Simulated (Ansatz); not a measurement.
**Fields on a plane of CdS (zinc blende)**

```xyz
2
Lattice="0.0000 2.9122 2.9122 2.9122 0.0000 2.9122 2.9122 2.9122 0.0000" Properties=species:S:1:pos:R:3 pbc="T T T"
S      4.3683     4.3683     4.3683
Cd     0.0000     0.0000     0.0000
```

The slice is a {111} plane (indices of the conventional cell) through the point (0.750, 0.750, 0.750) (fractional), spanned by u = [100] and v = [-1 2 0] in vectors of this cell: u (4.12 Å) and v (7.13 Å, at 90° to u). It covers one period; positions are fractions (u, v).

Atoms on it: S at (0.00, 0.00); S at (0.50, 0.50). Other atoms lie within 1 Å of the plane.

Level of theory: PBEsol (plane waves to 420 eV, PAW, scalar-relativistic; Ansatz, a first-principles code). k mesh 10×10×10. Inside the PAW spheres the values are not all-electron values, and peaks at nuclei hang on which shells count as valence. CdS was relaxed with its symmetry unable to fall.

| v \ u | 0.00 | 0.14 | 0.29 | 0.43 | 0.57 | 0.71 | 0.86 |
|---|---|---|---|---|---|---|---|
| 0.88 | x | -0.1 | 5.4 | 6.4 | 6.4 | 5.4 | -0.1 |
| 0.75 | <-2.0 | -0.5 | 4.5 | 6.1 | 6.1 | 4.5 | -0.5 |
| 0.62 | x | <-2.0 | 1.9 | x | x | 1.9 | <-2.0 |
| 0.50 | 3.7 | 4.0 | x | x | x | x | 4.0 |
| 0.38 | 6.4 | 6.2 | 3.6 | x | x | 3.6 | 6.2 |
| 0.25 | 6.3 | 5.6 | 2.5 | <-2.0 | <-2.0 | 2.5 | 5.6 |
| 0.12 | x | -0.3 | 0.7 | x | x | 0.7 | -0.3 |
| 0.00 | x | x | 2.0 | 3.9 | 3.9 | 2.0 | x |

Values: electrostatic potential energy of an electron, from the cell's mean, in eV. Points within 1 Å of a nucleus are blanked (x), as the pseudised field means little there. Values under -2 eV are set to -2. The zero, the cell's mean, hangs on the PAW cores.

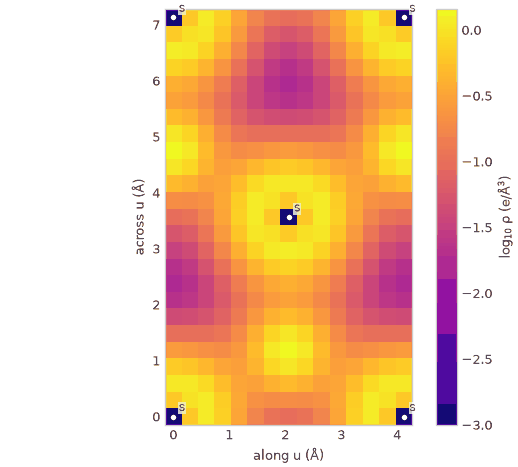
Figure. Log₁₀ of the valence density in e/Å³, one period of the plane, atoms marked. The scale is logarithmic, as a density can span decades between atoms and voids; values under 0.001 e/Å³ are set to 0.001.
